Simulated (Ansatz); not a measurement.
```
CELL_PARAMETERS angstrom
4.12124 0.00000 0.00000
0.00000 4.12124 0.00000
0.00000 0.00000 17.45517
ATOMIC_POSITIONS crystal
As 0.00000 0.00000 0.17076
As 0.50000 0.50000 0.67076
Ga 0.00000 0.50000 0.25000
Ga 0.50000 0.00000 0.75000
As 0.50000 0.50000 0.32924
As 0.00000 0.00000 0.82924
Ga 0.50000 0.00000 0.40866
Ga 0.00000 0.50000 0.90866
Sb 0.50000 0.50000 0.00000
Sb 0.00000 0.00000 0.50000
Ga 0.50000 0.00000 0.09134
Ga 0.00000 0.50000 0.59134
```

Space group I-4m2; started from the ordered alloy on zincblende lattice prototype, which need not be the ambient phase; computed pressure about 2 GPa in this cell.

Method: DFT, PBE, plane waves, PAW in Ansatz 0.2.0.

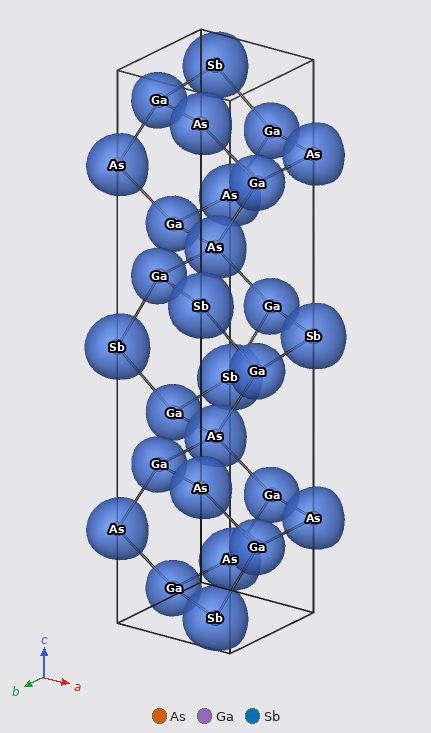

Ga$_{3}$SbAs$_{2}$. Isosurface of the valence pseudo-density at 0.6 e/Å³ (blue), seen at an oblique angle. Sticks mark near contacts.

The density is the valence pseudo-density of a PAW calculation; it isn't the true density close to the nuclei.

**Which contacts does the surface bridge?**

At this value the density breaks into separate islands; it holds about 75 % of the electrons treated as valence (semicore included). It bridges none of the near contacts. It is pinched off along the sampled Ga–As (2.48 Å) and Ga–Sb (2.61 Å) contacts. On the grid the lowest density along these lines, outside the cores, is 0.45 e/Å³ (Ga–As, 2.48 Å) and 0.43 e/Å³ (Ga–Sb, 2.61 Å).
